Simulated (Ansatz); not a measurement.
## SrC2 (R-3m): phonons and vibrational spectra

How does SrC2 (R-3m) vibrate, and is this structure a minimum?

Program: Ansatz 0.2.0. Level of theory: DFT r2SCAN, scalar-relativistic, plane waves, PAW. Results are calculated unless marked as measured.

## (1) The starting structure

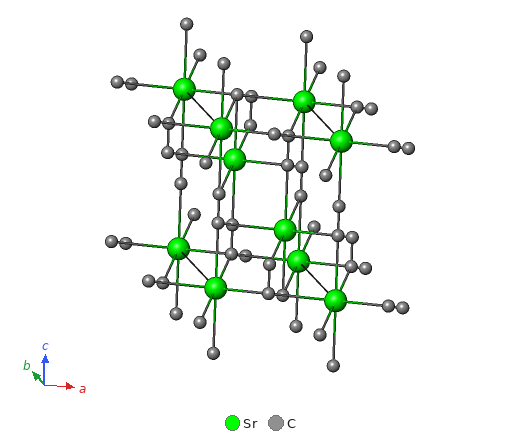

Start, viewed from a free direction; strontium green, carbon grey. This picture shows the conventional cell, with its axes. Some periodic images of atoms are drawn too.

## (2) Rough relaxation

A rough relaxation comes first, because large forces or stress need no tight tolerances yet.

Contents of input.yaml:

```yaml
crystal:
  lattice:
    - [2.5173255999, 1.4533786128, 2.3066623887]
    - [-2.5173255999, 1.4533786128, 2.3066623887]
    - [0.0, -2.9067572255, 2.3066623887]
  atoms:
    - { symbol: Sr, position: [0.0, 0.0, 0.0] }
    - { symbol: C, position: [0.591558, 0.591558, 0.591558] }
    - { symbol: C, position: [0.408442, 0.408442, 0.408442] }
kpoints:
  mp_grid: { grid: [6, 6, 6] }
hamiltonian:
  xc: r2scan
scf:
  occupations: { method: gaussian, width: 0.1 }
output:
  forces: true
  stress: true
  eigenvalues: true
relax:
  adjacent_minimum: "off"
  f_tol: 0.05
  max_steps: 80
  cell: { stress_tol: 0.5 }
```

The run is started by

```console
> ansatz run input.yaml --threads 4 --pin off --max-ram 7168MiB --backend cpu --events-out ev --progress --plain --runs-dir out
```

Numbers of over 12 decimals in the logs are rounded to 6 here.

What it wrote:

```text
The last accepted step is kept in <dir> (removed where the run ends without a failure and the disk answers)
Engine: ansatz 0.2.0, aarch64-unknown-linux-gnu
Pseudopotentials: kind: paw
Pseudopotential: Sr, paw, valence charge 10, recommended cutoff 500 eV (meta_gga), Sr.paw.azcp
Pseudopotential: C, paw, valence charge 4, recommended cutoff 500 eV (meta_gga), C.paw.azcp
Functional definition: r2SCAN
[...]
cell:  # Å, volume = 49.8582 Å³
    - [2.496394, 1.441294, 2.309508]
    - [-2.496394, 1.441294, 2.309508]
    - [0, -2.882587, 2.309508]
  atoms:
    - { symbol: Sr, position: [-1.4623177808834574e-19, -1.462317780883458e-19, -1.4623177809086115e-19] }
    - { symbol: C, position: [0.590624, 0.590624, 0.590624] }
    - { symbol: C, position: [0.409376, 0.409376, 0.409376] }
[key lines of the parts left out:]
SCF converged after 3 iterations
Free energy (F): -4058.451103 eV
Fermi energy:    7.505594 eV
P = ⅓ Tr σ = -0.0245 GPa (-0.245 kbar)
```

The job ended after 5 s (4 threads of Arm Neoverse V1, shared host; peak memory 0.44 GiB; 17 s of CPU time).

Step by step:

```tsv
step	energy less that of the first step (eV)	largest force component (eV/Å)	pressure (GPa)	volume (Å³)
1	0.0000	0.8068	-1.71	50.64
2	-0.0051	0.2058	0.54	49.20
3	-0.0068	0.0188	-0.02	49.86
4*	-0.0067	0.0187	-0.02	49.86
```

Relaxation steps marked * repeat the geometry before them on a plane-wave basis chosen anew for their cell, so energy and pressure can jump there.

Forces are held to the 12 operations that the run works with; a distortion that breaks them can't arise in this run.

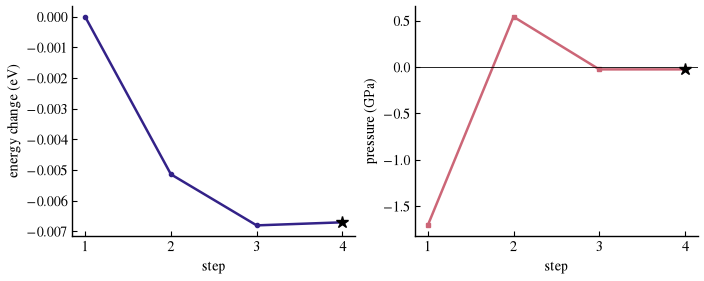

Energy and pressure along the relaxation. Stars mark steps on a basis chosen anew.

```tsv
conventional cell, symmetrised	before	after	change
a (Å)	5.035	4.993	-0.8 %
b (Å)	5.035	4.993	-0.8 %
c (Å)	6.920	6.929	+0.1 %
volume (Å³/atom)	16.88	16.62	-1.5 %
```

Final coordinates:

```xyz
3
Lattice="2.4964 1.4413 2.3095 -2.4964 1.4413 2.3095 0.0000 -2.8826 2.3095" Properties=species:S:1:pos:R:3 pbc="T T T"
Sr    0.0000    0.0000    0.0000
C     0.0000    0.0000    4.0922
C     0.0000    0.0000    2.8364
```

This step gave:

- pressure: -0.02447 GPa
- gap on the k-mesh: 2.155 eV
- volume per atom: 16.62 Å³
- direct gap on mesh: 2.898 eV

In this step the volume went from 16.88 to 16.62 Å³/atom.

## (3) Bringing the structure to rest

The cell and atoms are relaxed, since residual forces and stress would shift the frequencies.

Contents of input.yaml:

```yaml
crystal:
  lattice:
    - [2.4963937212, 1.4412935869, 2.3095080017]
    - [-2.4963937212, 1.4412935869, 2.3095080017]
    - [0.0, -2.8825871738, 2.3095080017]
  atoms:
    - { symbol: Sr, position: [0.0, 0.0, 0.0] }
    - { symbol: C, position: [0.5906243702, 0.5906243702, 0.5906243702] }
    - { symbol: C, position: [0.4093756298, 0.4093756298, 0.4093756298] }
kpoints:
  mp_grid: { grid: [9, 9, 9] }
hamiltonian:
  xc: r2scan
scf:
  occupations: { method: gaussian, width: 0.02 }
output:
  forces: true
  stress: true
  eigenvalues: true
relax:
  adjacent_minimum: "off"
  f_tol: 0.005
  max_steps: 80
  cell: { stress_tol: 0.05 }
```

What it wrote:

```text
[...]
Crystal: 3 atoms, lattice volume = 49.858 Å³
Basis set: ecut = 500 eV, 1287 PW (Γ), exchange–correlation on 108×108×108 points (64 copies of the dense FFT grid, shifted against one another)
Bands: 13, of which v1, the nominal top of the filled ones, is band 9 counted from 1 (8 counted from 0)
Symmetry: 12 space group operations
[...]
k-points: 85 of 729
[...]
--- Relaxed structure (3 steps of the walk, 2 accepted, 1 SCFs on fresh bases) ---
[...]
cell:  # Å, volume = 49.8238 Å³
    - [2.496334, 1.441259, 2.308028]
    - [-2.496334, 1.441259, 2.308028]
    - [0, -2.882518, 2.308028]
  atoms:
    - { symbol: Sr, position: [0, 0, 0] }
    - { symbol: C, position: [0.590694, 0.590694, 0.590694] }
    - { symbol: C, position: [0.409306, 0.409306, 0.409306] }
[key lines of the parts left out:]
SCF converged after 4 iterations
Free energy (F): -4058.451252 eV
Fermi energy:    7.503377 eV
P = ⅓ Tr σ = 0.0073 GPa (0.073 kbar)
```

The job ended after 10 s (4 threads; peak memory 0.47 GiB; 39 s of CPU time).

Little changed from the start: no atom moved by 0.005 Å and no cell edge by 0.1 %.

This step gave:

- pressure: 0.007340 GPa
- gap on the k-mesh: 2.162 eV
- volume per atom: 16.61 Å³
- direct gap on mesh: 2.894 eV

In this step the volume went from 16.62 to 16.61 Å³/atom.

## (4) Relaxing to small forces for the phonons

Phonons need a cell at rest on their own settings, so the relaxation is repeated with tight tolerances on forces and stress on the k mesh and occupations of the first response run.

Contents of input.yaml:

```yaml
crystal:
  lattice:
    - [2.4963335759, 1.441258862, 2.3080283078]
    - [-2.4963335759, 1.441258862, 2.3080283078]
    - [0.0, -2.882517724, 2.3080283078]
  atoms:
    - { symbol: Sr, position: [0.0, 0.0, 0.0] }
    - { symbol: C, position: [0.5906941527, 0.5906941527, 0.5906941527] }
    - { symbol: C, position: [0.4093058473, 0.4093058473, 0.4093058473] }
kpoints:
  mp_grid: { grid: [9, 9, 9] }
hamiltonian:
  xc: r2scan
scf:
  occupations: { method: fixed }
output:
  forces: true
  stress: true
  eigenvalues: true
  write_density: true
  write_potential: true
  elf: true
  volumetric_format: npy
relax:
  adjacent_minimum: "off"
  f_tol: 0.001
  max_steps: 60
  cell: { stress_tol: 0.01 }
```

What it wrote:

```text
[...]
Crystal: 3 atoms, lattice volume = 49.824 Å³
Basis set: ecut = 500 eV, 1287 PW (Γ), exchange–correlation on 108×108×108 points (64 copies of the dense FFT grid, shifted against one another)
Bands: 13, of which v1, the nominal top of the filled ones, is band 9 counted from 1 (8 counted from 0)
Symmetry: 12 space group operations
[...]
k-points: 85 of 729
[...]
--- Relaxed structure (2 steps of the walk, 2 accepted, 1 SCFs on fresh bases) ---
[...]
cell:  # Å, volume = 49.8319 Å³
    - [2.496563, 1.441391, 2.307980]
    - [-2.496563, 1.441391, 2.307980]
    - [0, -2.882782, 2.307980]
  atoms:
    - { symbol: Sr, position: [0, 0, 0] }
    - { symbol: C, position: [0.590698, 0.590698, 0.590698] }
    - { symbol: C, position: [0.409302, 0.409302, 0.409302] }
[key lines of the parts left out:]
SCF converged after 7 iterations
Free energy (F): -4058.451252 eV
Fermi energy:    6.420403 eV
P = ⅓ Tr σ = -0.0027 GPa (-0.027 kbar)
```

The job ended after 8.1 s (4 threads; peak memory 0.47 GiB).

Little changed from the start: no atom moved by 0.005 Å and no cell edge by 0.1 %.

Numbers from this step:

| Item | Value |
| --- | --- |
| pressure | -0.002696 GPa |

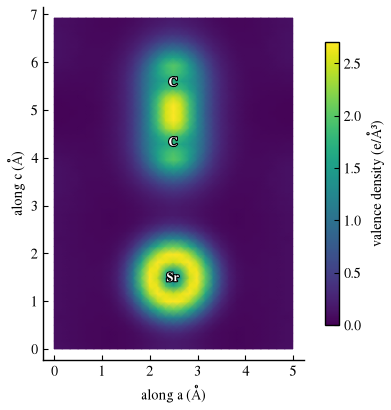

Valence density in the ac plane of the conventional cell at fractional y = 0.000, with atoms of Sr and C within 0.2 Å of it. It is the smooth field of the valence electrons, not physical close to the nuclei. The map starts off the cell's origin, so that atoms lie inside it.

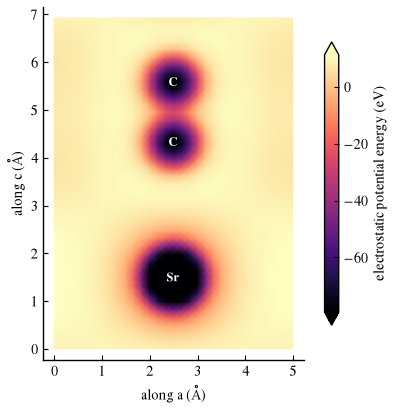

Electrostatic potential energy in the ac plane of the conventional cell at fractional y = 0.000, with atoms of Sr and C within 0.2 Å of it. With pseudopotentials it is smooth inside the atoms' cores, unlike the true potential. The map starts off the cell's origin, so that atoms lie inside it.

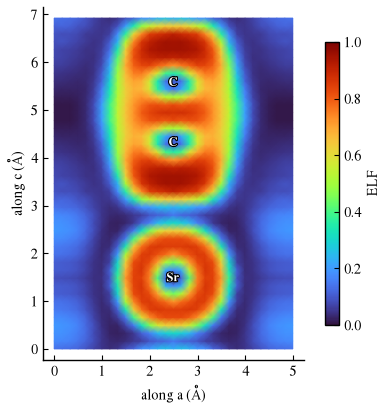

ELF in the ac plane of the conventional cell at fractional y = 0.000, with atoms of Sr and C within 0.2 Å of it. It is the smooth field of the valence electrons, not physical close to the nuclei. The map starts off the cell's origin, so that atoms lie inside it.

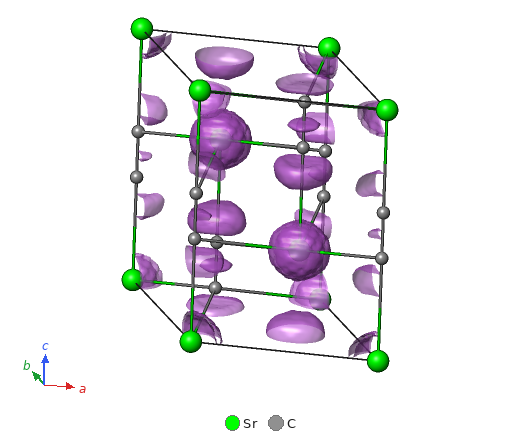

Surface of ELF = 0.85.

The largest force component left is 0.93 meV/Å and the pressure is -0.003 GPa, within the tolerances set. The cell now holds 16.61 Å³/atom.

## (5) Linear response at the zone centre

The zone centre comes first: it holds the modes that light can see, as far as symmetry allows. The response to a homogeneous field gives the Born charges and the dielectric tensor.

Contents of input.yaml:

```yaml
crystal:
  lattice:
    - [2.496562581, 1.4413910782, 2.3079803026]
    - [-2.496562581, 1.4413910782, 2.3079803026]
    - [0.0, -2.8827821563, 2.3079803026]
  atoms:
    - { symbol: Sr, position: [0.0, 0.0, 0.0] }
    - { symbol: C, position: [0.5906981831, 0.5906981831, 0.5906981831] }
    - { symbol: C, position: [0.4093018169, 0.4093018169, 0.4093018169] }
kpoints:
  mp_grid: { grid: [9, 9, 9] }
hamiltonian:
  xc: r2scan
scf:
  occupations: { method: fixed }
output:
  eigenvalues: true
phonons:
  method: dfpt
  dielectric: true
  rigid_motions: translations
```

What it wrote:

```text
[...]
Crystal: 3 atoms, lattice volume = 49.832 Å³
Basis set: ecut = 500 eV, 1287 PW (Γ), exchange–correlation on 162×162×162 points (216 copies of the dense FFT grid, shifted against one another)
Bands: 13, of which v1, the nominal top of the filled ones, is band 9 counted from 1 (8 counted from 0)
Symmetry: 12 space group operations
k-points: 205 of 729 (irreducible under 2 space group operations, time reversal used)
[...]
SCF iter   1: F=—  HF=-4058.419219 eV  |F-HF|=—  |Δ(HF+E_count)|=         —  Δρ=5.63e-3  dr2=2.49e-2  dr2_τ=3.21e-1  ethr=1.77e-3  ⟨swp⟩=5.1  Hψ=15660  notcnv=0  defer=246
[...]
SCF iter   8: F=-4058.451254 eV  HF=-4058.451254 eV  |F-HF|=1.00e-11  |Δ(HF+E_count)|=  2.18e-11  Δρ=3.45e-7  dr2=2.83e-11  dr2_τ=4.24e-12  ethr=1.00e-12  ⟨swp⟩=11.5  Hψ=20810  notcnv=0
SCF 1 converged in 8 iterations: F = -4058.451254 eV  dr2 = 2.83e-11
[...]
NSCF: frozen V_eff on 10 k-points
DFPT response loops at Γ: preconditioner auto → none (the input reference at scf.mixing.eps_inf says where Resta's filter doesn't serve); β = 0.50; Broyden in place of MSR1
── the response to a field inside a basis, on 10×10×10 k-points: an SCF that follows is theirs, and a resumed run solves both again ──
Bands: 10, of which v1, the nominal top of the filled ones, is band 9 counted from 1 (8 counted from 0)
k-points: 110 of 1000
[...]
Eigensolver: Dense (110 Hₖ)
SCF iter   1: F=—  HF=-4058.447283 eV  |F-HF|=—  |Δ(HF+E_count)|=         —  Δρ=9.93e-5  dr2=8.53e-7  dr2_τ=2.65e-6  ethr=1.00e-1
[...]
SCF iter   3: F=-4058.447285 eV  HF=-4058.447285 eV  |F-HF|=1.22e-8  |Δ(HF+E_count)|=   4.86e-7  Δρ=5.36e-6  dr2=1.88e-8  dr2_τ=2.47e-9  ethr=1.15e-9
SCF 1 converged in 3 iterations: F = -4058.447285 eV  dr2 = 1.88e-8
[...]
SCF converged after 8 iterations
Free energy (F): -4058.451254 eV
[...]
Internal energy: -4058.451254 eV  (E = F + TS)
E sigma→0 (E₀):  -4058.451254 eV
Fermi energy:    6.420399 eV
[...]
--- Band table (eV; the first three rows and the last of 205) ---
  k-point 0: bands = [... 5 lower, 3.7795, 3.9936, 5.6885, 5.6885, 8.5827, 8.5827, 13.1948, 13.1948]
  k-point 1: bands = [... 5 lower, 3.3394, 4.2486, 5.5795, 5.6604, 8.7027, 9.0701, 13.0642, 13.3190]
  k-point 2: bands = [... 5 lower, 2.6847, 4.4637, 5.4374, 5.5885, 9.0561, 10.2040, 12.6841, 13.5853]
  k-point 204: bands = [... 5 lower, 1.2914, 3.4482, 3.4727, 6.3569, 12.3344, 12.6160, 14.5367, 15.0232]
--- Phonons (Γ-DFPT): 4 representative perturbations + reference, on 205 of 729 k-points (Σ response iterations 25) ---
  k mesh reduced under 2 symmetry operations, with k and −k counted as one. Each operation leaves every solved perturbation unchanged. A smaller set is not considered because the functional reads the kinetic-energy density
  ASR residual: 2.467e-4 → 0.000e0 eV/Å²; symmetrization residual: 1.985e-6 eV/Å²
  ASR residual per site (eV/Å²): 2.47e-4 1.78e-4 1.78e-4
  Γ frequencies (cm⁻¹): 0.00 0.00 0.00 148.13 148.13 210.68 332.77 332.77 1877.68
  ε∞ (high-frequency dielectric tensor):
        3.916688     0.000000     0.000000
       -0.000000     3.916688     0.000000
        0.000000     0.000000     4.880826
  ε⁰ (static dielectric tensor: ions relaxed, cell fixed):
       19.241143    -0.000000    -0.000000
       -0.000000    19.241143    -0.000000
       -0.000000    -0.000000    12.319180
  ε⁰ − ε∞ (ionic part):
       15.324455    -0.000000    -0.000000
       -0.000000    15.324455    -0.000000
       -0.000000    -0.000000     7.438354
  softest optical mode at Γ: 148.13 cm⁻¹; the repairs (sum rule, projections) moved no ω² at Γ by more than (2.11 cm⁻¹)²
  Born effective charges Z* (e; rows j = field, columns β = displacement):
    site 0:
         2.53385   -0.00000   -0.00000
         0.00000    2.53385   -0.00000
         0.00000   -0.00000    2.51075
    site 1:
        -1.26693    0.00000   -0.00000
         0.00000   -1.26693    0.00000
        -0.00000    0.00000   -1.25538
    site 2:
        -1.26693    0.00000    0.00000
         0.00000   -1.26693    0.00000
         0.00000    0.00000   -1.25538
  Z* charge neutrality: 4.185e-4 e pre-enforcement
  solved inside a basis spanned on kpoints, on 10×10×10 k-points, its susceptibility summed on 14×14×14: ε∞ is read to err by 1.3e-2, Z* by 1.1e-2 e (field_mesh: kpoints solves on kpoints); Z* is corrected for what the basis lacks
  optical modes at Γ without the LO–TO term, one row a degenerate level:
      ω (cm⁻¹)  modes    IR ((D/Å)²/amu)
        148.13      2            15.7134
        210.68      1             7.7141
        332.77      2             0.0000
       1877.68      1             0.0000
  optical modes at Γ + LO–TO along q̂ = [1.0000, 0.0000, 0.0000]:
      ω (cm⁻¹)  modes    IR ((D/Å)²/amu)
        148.13      1             7.8567
        210.68      1             7.7141
        328.33      1             7.8567
        332.77      2             0.0000
       1877.68      1             0.0000
  optical modes at Γ + LO–TO along q̂ = [0.0000, 1.0000, 0.0000]:
      ω (cm⁻¹)  modes    IR ((D/Å)²/amu)
        148.13      1             7.8567
        210.68      1             7.7141
        328.33      1             7.8567
        332.77      2             0.0000
       1877.68      1             0.0000
  optical modes at Γ + LO–TO along q̂ = [0.0000, 0.0000, 1.0000]:
      ω (cm⁻¹)  modes    IR ((D/Å)²/amu)
        148.13      2            15.7134
        332.77      2             0.0000
        334.71      1             7.7141
       1877.68      1             0.0000
```

Elapsed: 2 min, on 4 threads; peak memory 1.7 GiB; 7.7 min of CPU time.

This step gave:

```yaml
sum_rule_residual_before_enforcement: 2.47e-4 eV/Å²
miss_of_the_charge_sum_rule: 4.19e-4 e
estimated_error_of_the_dielectric_tensor: 0.01326
estimated_error_of_the_born_charges: 0.01082 e
point_group: -3m
highest_optical_mode_at_the_zone_centre_no_lo_to_term: 1878 cm⁻¹
lowest_optical_zone_centre_mode: 148.1 cm⁻¹
mean_high_frequency_dielectric_constant: 4.238
largest_born_charge_third_of_the_trace: 2.526 e
mean_static_dielectric_constant: 16.93
top_of_the_zone_centre_spectrum_with_the_field: 1878 cm⁻¹
```

Without the LO-TO term. Patterns of degenerate modes are one choice out of their space. The modes at Γ (shares of kinetic energy by element, %):

```tsv
mode	frequency (cm⁻¹)	symmetry	Sr %	C %
1	0.0	acoustic	78	22
2	0.0	acoustic	78	22
3	0.0	acoustic	78	22
4	148.1	Eu	22	78
5	148.1	Eu	22	78
6	210.7	A2u	22	78
7	332.8	Eg	0	100
8	332.8	Eg	0	100
9	1877.7	A1g	0	100
```

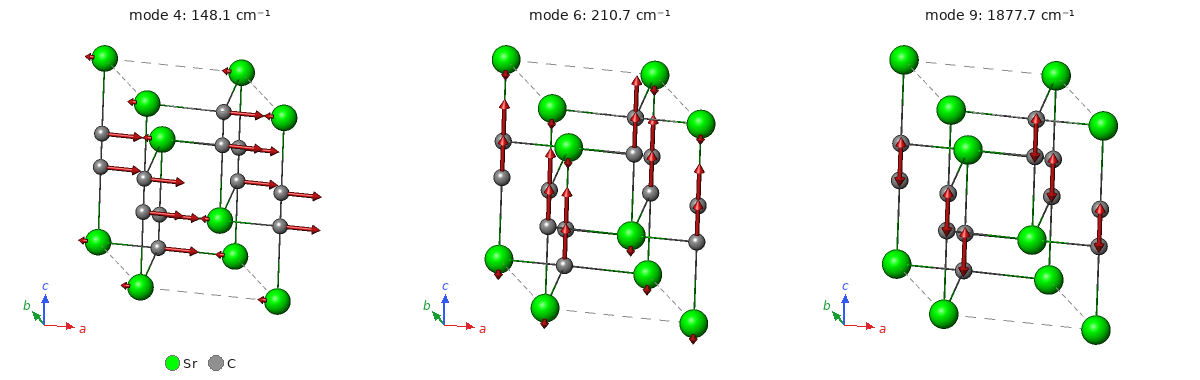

Displacement patterns of modes 4, 6 and 9 at Γ; arrows are exaggerated. Some periodic images of atoms are drawn too.

Optical modes at the zone centre, without and with the macroscopic field of the longitudinal modes; each column is sorted by frequency, so a row need not hold one and the same mode. Modes with and without the field, by row:

```tsv
rank among optical modes	no field (cm⁻¹)	q along (1, 0, 0) (cm⁻¹)	q along (0, 0, 1) (cm⁻¹)
1	148.1	148.1	148.1
2	148.1	210.7	148.1
3	210.7	328.3	332.8
4	332.8	332.8	332.8
5	332.8	332.8	334.7
6	1878	1878	1878
```

Born charge (rows field, columns displacement) (e), principal values of the symmetric part by kind of site:

```tsv
atom	atoms with these values	low	middle	high	mean
Sr1	1	2.51	2.53	2.53	2.53
C2	2	-1.27	-1.27	-1.26	-1.26
```

In full for Sr1:

```
2.53 0.00 0.00
0.00 2.53 0.00
0.00 0.00 2.51
```

High-frequency dielectric tensor:

```
3.92 0.00 0.00
0.00 3.92 0.00
0.00 0.00 4.88
```

Static dielectric tensor (ions relaxed, fixed cell):

```
19.24  0.00  0.00
 0.00 19.24  0.00
 0.00  0.00 12.32
```

Transverse modes. Lines of the infrared spectrum (strongest = 100):

```tsv
position (cm⁻¹)	label	relative intensity
148	Eu	100
211	A2u	49
333	Eg	0.0
1878	A1g	0.0
```

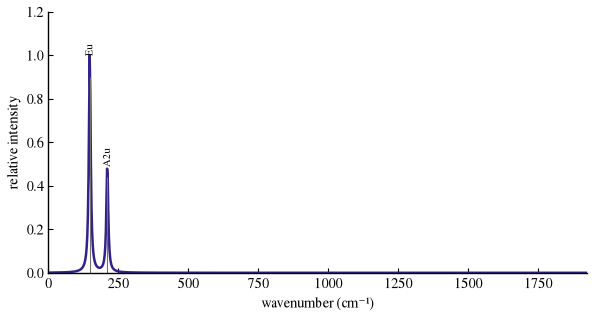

The infrared spectrum, broadened with Lorentzians of width 8 cm⁻¹; bars mark the lines.

Before it was imposed, the acoustic sum rule was missed by 2.5e-4 eV/Å² and the charge sum rule by 4.2e-4 e. Small misses are needed for a sound result but don't prove that mesh and cutoff are converged. The lowest optical mode is real, 148 cm⁻¹.

(Continued in part 2 of 2.)

[Logs are printed without paths, hosts, clocks, repeated set-up lines and the standing remarks that a program may print on its own settings, such as how far it seeks lower states.]

[Hosts, paths, dates, database ids (printed as entryN), source tags and the programs' standing remarks are cut or masked in the printed files.]
